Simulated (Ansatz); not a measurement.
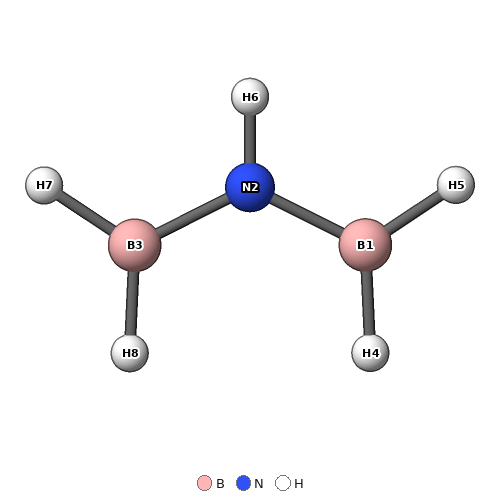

The system is B₂H₅N, SMILES BNB; the picture shows the reference structure. The first coordinate is: dihedral B1–N2–B3–H7; the second: dihedral H4–B1–N2–B3. Nothing is relaxed (all other coordinates rigid). The grid has 18 × 18 points; 91 points were computed and 233 follow by symmetry. Points are written as (first, second). Energies are in kJ/mol, from the lowest grid point. Computed with Ansatz 0.2.0, RHF/def2-TZVP.

Its coordinates:

```yaml
atoms:
  - { symbol: B, position_ang: [-0.8289, 0.6583, -0.6941] }
  - { symbol: N, position_ang: [0.2566, 0.3727, 0.1686] }
  - { symbol: B, position_ang: [0.6980, -0.9111, 0.5700] }
  - { symbol: H, position_ang: [-1.4620, -0.2379, -1.1508] }
  - { symbol: H, position_ang: [-1.0935, 1.7916, -0.9511] }
  - { symbol: H, position_ang: [0.7602, 1.1530, 0.5291] }
  - { symbol: H, position_ang: [1.6312, -1.0091, 1.3047] }
  - { symbol: H, position_ang: [0.1305, -1.8748, 0.1677] }
```

Range: dihedral B1–N2–B3–H7 from −180 to 160°; dihedral H4–B1–N2–B3 from −180 to 160°.

Question: What will the energy surface look like?

Answer: The lowest grid point is at (−180°, 0°); the map holds 4 wells of about this depth. The highest grid point, (−80°, 100°), lies 210 kJ/mol above the lowest. On the interpolated surface the easiest way out of the lowest well to a well of about the same depth near (−180°, −180°) passes a barrier of about 86 kJ/mol. Round the minimum the two coordinates are weakly coupled (coupling 0.13 in units of the two stiffnesses).

| dihedral H4–B1–N2–B3 ↓, dihedral B1–N2–B3–H7 → | −180 | −140 | −100 | −60 | −20 | 20 | 60 | 100 | 140 |
| --- | --- | --- | --- | --- | --- | --- | --- | --- | --- |
| 160 | 9 | 39 | 94 | 77 | 20 | 16 | 70 | 97 | 46 |
| 120 | 62 | 97 | 170 | 150 | 77 | 70 | 136 | 176 | 110 |
| 80 | 83 | 131 | 210 | 170 | 94 | 97 | 176 | 207 | 126 |
| 40 | 33 | 76 | 131 | 97 | 39 | 46 | 110 | 126 | 63 |
| 0 | 0 | 33 | 83 | 62 | 9 | 9 | 62 | 83 | 33 |
| −40 | 33 | 63 | 126 | 110 | 46 | 39 | 97 | 131 | 76 |
| −80 | 83 | 126 | 207 | 176 | 97 | 94 | 170 | 210 | 131 |
| −120 | 62 | 110 | 176 | 136 | 70 | 77 | 150 | 170 | 97 |
| −160 | 9 | 46 | 97 | 70 | 16 | 20 | 77 | 94 | 39 |

The table holds every second grid line.

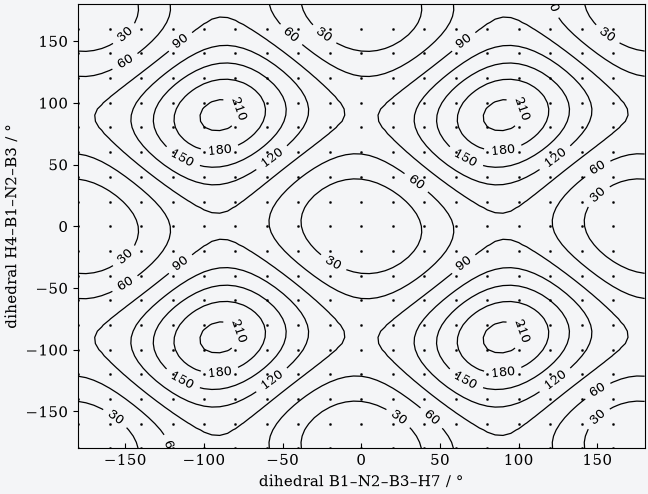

In the figure: contour lines labelled in kJ/mol, dots at the grid points. Between grid points the surface is interpolated.

Time for the 91 points that were run: 110 s on 1 thread of Arm Neoverse V2 (shared host).
